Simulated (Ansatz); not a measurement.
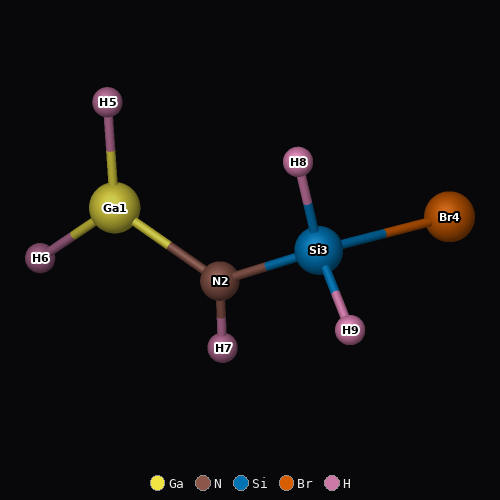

The system is BrGaH5NSi, SMILES [GaH2][NH][SiH2]Br; the picture shows the reference structure. First axis: dihedral Ga1–N2–Si3–Br4. Second axis: dihedral H5–Ga1–N2–Si3. Nothing is relaxed (all other coordinates rigid). The scan uses a 10 × 10 grid. All energies are given in kcal/mol relative to the lowest grid point. Theory: RHF/def2-SVP (Ansatz).

Its coordinates:

```tsv
atom	x (Å)	y (Å)	z (Å)
Ga	-0.2801	1.8041	-0.4240
N	0.4252	0.2956	0.3816
Si	0.1977	-1.3627	0.0273
Br	-1.3260	-2.3311	1.3879
H	-1.1513	1.5934	-1.7063
H	0.0721	3.1806	0.2348
H	0.9588	0.4760	1.2152
H	-0.3259	-1.5087	-1.3404
H	1.4296	-2.1473	0.2240
```

Range: dihedral Ga1–N2–Si3–Br4 from −180 to 144°; dihedral H5–Ga1–N2–Si3 from −180 to 144°.

> Predict the map.

The lowest grid point is at dihedral Ga1–N2–Si3–Br4 = −108°, dihedral H5–Ga1–N2–Si3 = 0°; the map holds 2 wells of about this depth. Higher local minima lie near dihedral Ga1–N2–Si3–Br4 = 108°, dihedral H5–Ga1–N2–Si3 = −180° (0.36 kcal/mol above the lowest at that grid point); dihedral Ga1–N2–Si3–Br4 = 108°, dihedral H5–Ga1–N2–Si3 = 0° (0.36 kcal/mol above the lowest at that grid point). The highest grid point, dihedral Ga1–N2–Si3–Br4 = −180°, dihedral H5–Ga1–N2–Si3 = −108°, lies 12.1 kcal/mol above the lowest. On the interpolated surface the easiest way out of the lowest well to the well at dihedral Ga1–N2–Si3–Br4 = 108°, dihedral H5–Ga1–N2–Si3 = 0° passes a barrier of about 2.9 kcal/mol, counted from the interpolated bottom of the well. Round the minimum the two coordinates are weakly coupled (coupling 0.07 in units of the two stiffnesses).

```tsv
dihedral H5–Ga1–N2–Si3 ↓, dihedral Ga1–N2–Si3–Br4 →	−180	−144	−108	−72	−36	0	36	72	108	144
144	5.2	4.1	2.4	2.6	3.9	5.3	5.1	3.5	2.7	3.8
108	11.0	9.7	7.8	8.1	8.9	9.2	9.6	8.9	8.2	9.5
72	12.1	10.5	8.7	9.4	10.4	10.1	9.8	9.5	9.3	10.7
36	6.8	5.3	3.7	4.5	6.4	6.5	5.3	4.4	4.2	5.6
0	2.9	1.6	0.0	0.5	2.5	3.8	2.5	0.9	0.4	1.6
−36	5.2	4.1	2.3	2.6	3.9	5.1	5.0	3.5	2.6	3.8
−72	11.0	9.7	7.8	8.1	8.9	9.1	9.5	8.8	8.2	9.5
−108	12.1	10.5	8.8	9.4	10.4	10.0	9.8	9.5	9.2	10.7
−144	6.8	5.3	3.7	4.5	6.4	6.5	5.3	4.4	4.2	5.6
−180	2.9	1.6	0.0	0.6	2.6	3.9	2.5	0.9	0.4	1.6
```

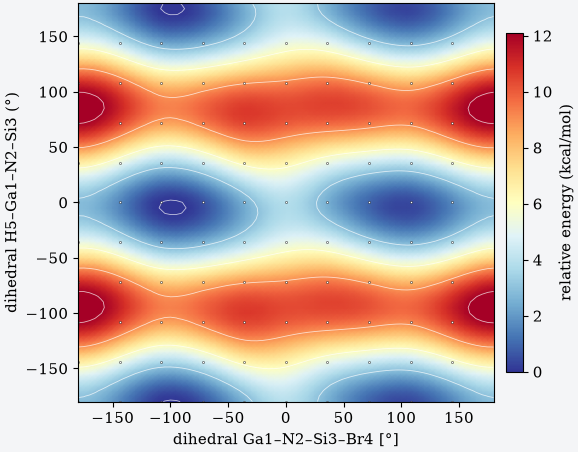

Drawn: a smooth colour map with a few white contour lines, dots at the grid points. Between grid points the surface is interpolated.

The whole map (100 points run) took 7.9 min on 1 thread of Arm Neoverse V2, with other jobs on the host.
